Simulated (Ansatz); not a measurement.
**SnNH₇O: single-point calculation**

- system: SnNH₇O
- method: RKS PBE0-D4/def2-TZVPP (Ansatz 0.2.0)

The geometry is the product side of a reaction. The reaction was set up to form Sn1–N7 and O2–H6 and to break Sn1–O2 and H6–N7 (atoms counted from 1 in the order of the input); sticks are drawn by distance alone. The geometry comes from this level: PBE0-D4/def2-TZVP.

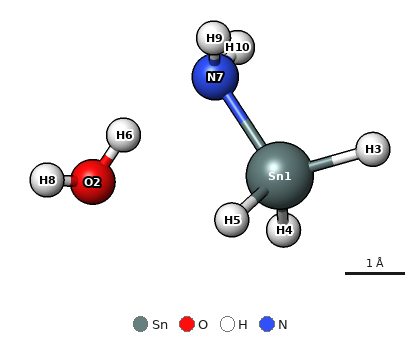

The input geometry (ball-and-stick view, seen at a tilt; atoms are numbered from 1 in the order of the input). Sticks mark near contacts. Bond lengths as drawn: H–N 1.01 Å, H–O 0.96 to 0.98 Å, H–Sn 1.70 to 1.72 Å and N–Sn 2.06 Å.

## Input
```yaml
crystal:
  periodic: [false, false, false]
  atoms:
    - {symbol: Sn, position_ang: [1.006561, 0.792775, -0.456269]}
    - {symbol: O, position_ang: [-0.267657, -1.841832, 1.231335]}
    - {symbol: H, position_ang: [1.286916, 2.143352, -1.477966]}
    - {symbol: H, position_ang: [1.882672, -0.554452, -1.000365]}
    - {symbol: H, position_ang: [1.313984, 1.221192, 1.159638]}
    - {symbol: H, position_ang: [-0.759719, -1.190349, 0.693064]}
    - {symbol: N, position_ang: [-0.977304, 0.257133, -0.525538]}
    - {symbol: H, position_ang: [-0.640455, -1.787388, 2.112828]}
    - {symbol: H, position_ang: [-1.591822, 1.027943, -0.292137]}
    - {symbol: H, position_ang: [-1.253175, -0.068273, -1.444690]}
basis:
  gaussian: {orbitals: def2-TZVPP}
hamiltonian: {xc: pbe0, dispersion: d4}
output: {orbitals: {seedname: orbitals}}
```

Launched with:
```bash
ansatz run in.yaml --threads 4 --pin off --events-out ev --progress --plain --max-ram 9574MiB
```

## Log
```
Functional definition: PBE0
  name "PBE0"
  cite "Adamo & Barone, J. Chem. Phys. 110, 6158 (1999) doi:10.1063/1.478522"
  cite "Perdew, Burke & Ernzerhof, Phys. Rev. Lett. 77, 3865 (1996) doi:10.1103/PhysRevLett.77.3865"
  parent pbe
  parameter a = 0.25
  parameter kappa = 0.804
  parameter beta = 0.06672455060314922
  exchange = (1 - a)*pbe_x(kappa = kappa, mu = beta*pi^2/3) + a*exact_x
  correlation = pbe_c(beta = beta)
1180 factors; their error is unknown
mean field evaluation 1: about -9470.3082 eV, gradient 7.5e1 eV
mean field evaluation 2: about -9452.9283 eV, gradient 1.1e2 eV
mean field evaluation 4: about -9479.9977 eV, gradient 6.6e0 eV
mean field evaluation 8: about -9480.0703 eV, gradient 4.6e-2 eV
mean field evaluation 16: about -9480.1508 eV, gradient 2.0e-5 eV
mean field -9480.15077185 eV, -348.3891149883 hartree, gradient 2.0e-5 eV, S^2 0.000000; 0 other end points of the search recorded, 0 dependent functions left out
reference -9480.15080963 eV, -348.3891163770 hartree; 22, 22 occupied and 188, 188 virtual orbitals, 1180 factors
Total energy: -9480.27968883 eV, -348.3938526000 hartree
```

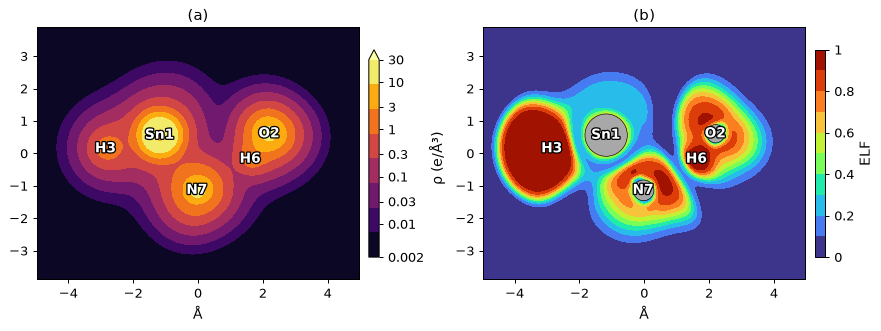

(a) electron density; (b) ELF on the plane of atoms H3, Sn1 and N7. Grey discs, where drawn, cover atomic cores. N7···H6 (1.90 Å): ρ is about 0.46 e/Å³ halfway, with its minimum of 0.24 e/Å³ about 1.3 Å from N; the ELF is only about 0.15 between them (a closed-shell contact with the geometry of a hydrogen bond).

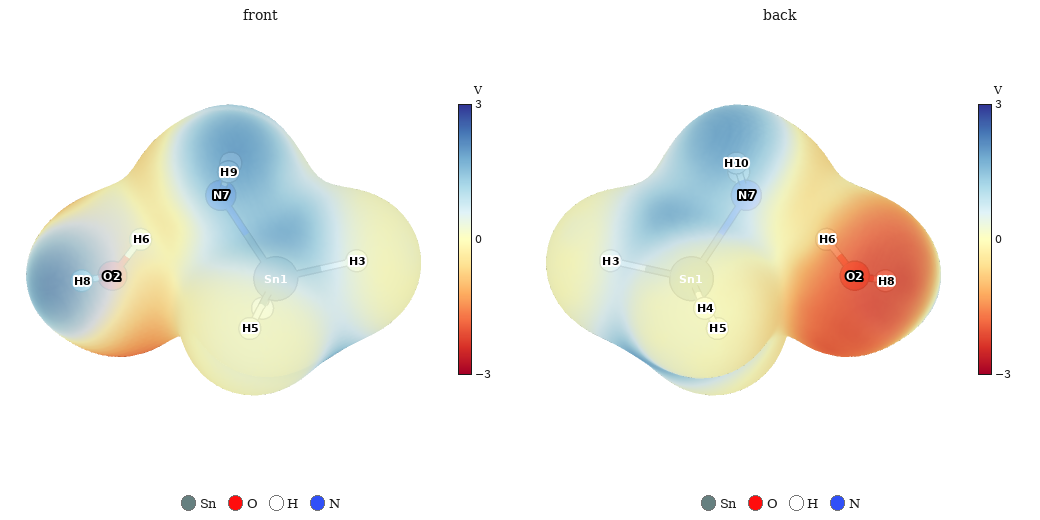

The molecular electrostatic potential painted on the density surface at 0.002 e/bohr³, seen face on and from behind; red is negative and blue positive. A positive charge is drawn to the negative regions and a negative charge to the positive ones.

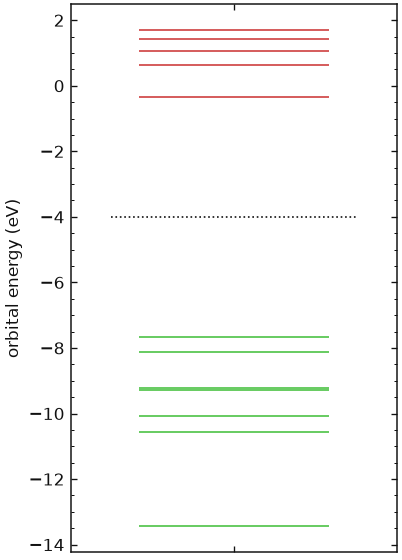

Orbital energies near the frontier; the dotted line parts filled from empty levels, and levels within 0.02 eV of each other stand side by side. Highest filled −7.67 eV, lowest empty −0.35 eV, 7.32 eV apart.

## Results in brief

- outcome: converged
- total energy: −9480.2797 eV
- mean-field energy: −9480.1508 eV
- dispersion energy: −0.1289 eV
- SCF solution under orbital rotations: stable
- HOMO: −7.67 eV
- LUMO: −0.35 eV
- hardware: 4 threads of Arm Neoverse V2, 23 GiB of memory available, shared host
- wall time: 1.5 s (CPU time 5.4 s)
- peak memory: 0.44 GiB
